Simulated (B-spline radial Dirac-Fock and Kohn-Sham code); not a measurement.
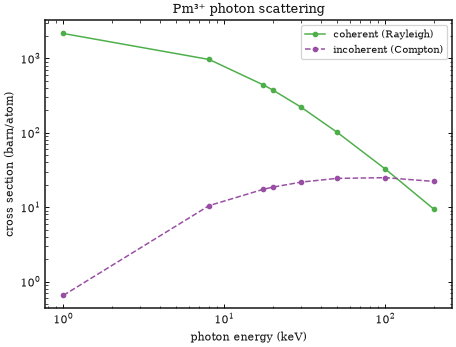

Fig. 1. Coherent and incoherent photon scattering cross sections against photon energy, computed at the marked points and joined by straight lines. System: the ion Pm³⁺ ([Xe] 4f2 5d2), which is not the ground configuration. Computed with a radial B-spline solver: Thomson × f² and Klein–Nishina × S on Dirac–Fock densities, without anomalous dispersion.

Coherent scattering falls from 2160 b at 1.00 keV to 9.43 b at 200 keV. Incoherent scattering is largest at 100 keV among the points computed (24.9 b), and it overtakes the coherent part between 100 keV and 200 keV.
